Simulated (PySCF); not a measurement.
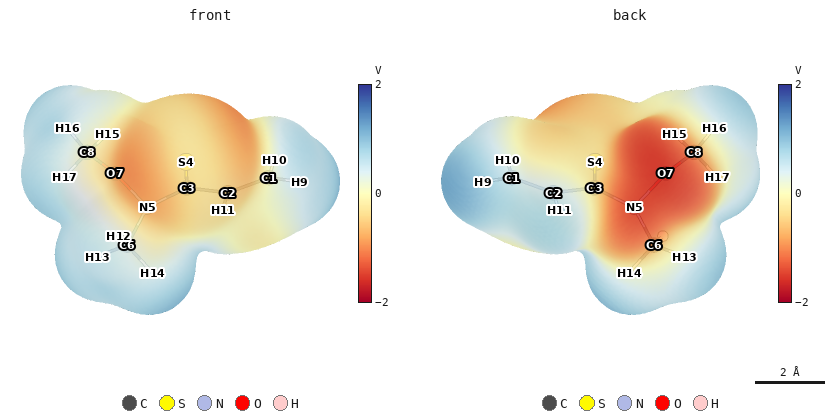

Figure. C5H9NOS. The molecular electrostatic potential painted on the density surface at 0.002 e/bohr³, seen from the front and from behind; red is negative and blue positive.

Geometry: GFN2-xTB.

Theory: PySCF 2.14.0, PBE/pcSseg-1, SCF density, in a tetrahydrofuran solvent model, non-relativistic.

```xyz
17

C     2.4144   -0.9624   -0.7331
C     1.2266   -0.4359   -0.4320
C     0.9977    0.4636    0.6732
S     2.1906    0.9717    1.6803
N    -0.3574    0.8743    0.7969
C    -0.9995    0.4569    2.0242
O    -0.5242    2.2435    0.4863
C    -0.1490    3.2151    1.4440
H     2.5453   -1.6256   -1.5699
H     3.2884   -0.7351   -0.1439
H     0.3469   -0.6566   -1.0202
H    -0.4677    0.7871    2.9265
H    -2.0155    0.8472    2.0250
H    -1.0344   -0.6316    2.0162
H     0.9164    3.1654    1.6897
H    -0.3590    4.1617    0.9504
H    -0.7439    3.1403    2.3590
```

Q: Which sites attract a positive test charge, and which a negative one?

A: A positive charge is drawn to the negative regions and a negative charge to the positive ones. The most negative region (about −1.6 V, or −37 kcal/mol for a unit charge) lies over O7, the most positive (about +1.2 V, or +28 kcal/mol for a unit charge) over H9. O7 is the likeliest acceptor of a hydrogen bond.
